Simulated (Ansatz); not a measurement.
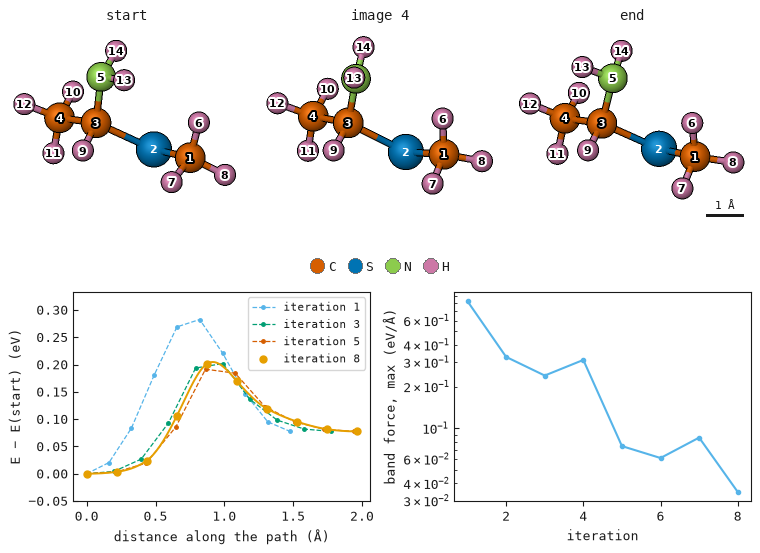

A search for the minimum-energy path of C$_{3}$H$_{9}$NS by the nudged elastic band. Images are numbered from 0 (start) to 9 (end). The plot follows the band through its iterations. Style: ball-and-stick. Shown at a tilt.

Computed with RKS PBE/def2-mTZVP in Ansatz 0.2.0.

Input
```yaml
crystal:
  periodic: [false, false, false]
  atoms:
    - { symbol: C, position_ang: [-1.444208, -0.516184, 1.655053] }
    - { symbol: S, position_ang: [0.331636, -0.62307, 1.239576] }
    - { symbol: C, position_ang: [0.264661, -0.081557, -0.572227] }
    - { symbol: C, position_ang: [1.680151, -0.233937, -1.112176] }
    - { symbol: "N", position_ang: [-0.237662, 1.248318, -0.8275] }
    - { symbol: H, position_ang: [-1.82316, 0.514728, 1.596441] }
    - { symbol: H, position_ang: [-2.048826, -1.170835, 1.010525] }
    - { symbol: H, position_ang: [-1.55357, -0.856851, 2.692584] }
    - { symbol: H, position_ang: [-0.406936, -0.797936, -1.07074] }
    - { symbol: H, position_ang: [2.374873, 0.441319, -0.588904] }
    - { symbol: H, position_ang: [2.045345, -1.261655, -0.984505] }
    - { symbol: H, position_ang: [1.695527, 0.021367, -2.180909] }
    - { symbol: H, position_ang: [-1.207885, 1.347109, -0.516641] }
    - { symbol: H, position_ang: [0.317054, 1.939984, -0.311875] }
basis:
  gaussian: { orbitals: def2-mTZVP }
hamiltonian:
  xc: pbe
neb:
  order_check: false
  images: 8
  f_tol: 0.05
  max_iterations: 60
  initial_path: idpp
  climbing: false
  final_atoms:
    - { symbol: C, position_ang: [-1.44196888, -0.61243601, 1.72847165] }
    - { symbol: S, position_ang: [0.32037272, -0.70704776, 1.25241067] }
    - { symbol: C, position_ang: [0.200293, -0.07956505, -0.48847759] }
    - { symbol: C, position_ang: [1.59607406, -0.19708235, -1.10266943] }
    - { symbol: "N", position_ang: [-0.3851269, 1.25849511, -0.49331977] }
    - { symbol: H, position_ang: [-1.84433042, 0.36151204, 1.42356355] }
    - { symbol: H, position_ang: [-2.02696461, -1.42204297, 1.27072681] }
    - { symbol: H, position_ang: [-1.49277722, -0.70756094, 2.82039658] }
    - { symbol: H, position_ang: [-0.4966438, -0.7412621, -1.02877592] }
    - { symbol: H, position_ang: [2.31936407, 0.41992763, -0.54707043] }
    - { symbol: H, position_ang: [1.95809537, -1.23591028, -1.09826856] }
    - { symbol: H, position_ang: [1.57843199, 0.15647334, -2.14524129] }
    - { symbol: H, position_ang: [-0.58590786, 1.54842539, -1.45712372] }
    - { symbol: H, position_ang: [0.28808848, 1.92887396, -0.10592054] }
```

Launched with:
```bash
ansatz run input.yaml --threads 2 --pin off --max-ram 3072MiB --backend cpu --events-out ev --progress --plain --runs-dir out
```

Judge this run.

The run is converged, with reservations. The band converged in 8 iterations. The largest component of the band force went from 0.83 to 0.035 eV/Å. No image climbed, so the highest image needn't lie on the saddle point, and the true maximum along this path can be higher. The first iteration put the highest image at 0.282 eV. The highest point, image 4, lies 0.201 eV above the start and 0.124 eV above the end; the end is at +0.077 eV relative to the start.

The run took 3.4 min on 2 threads of Arm Neoverse V1, on a shared host, peak memory 0.17 GiB.
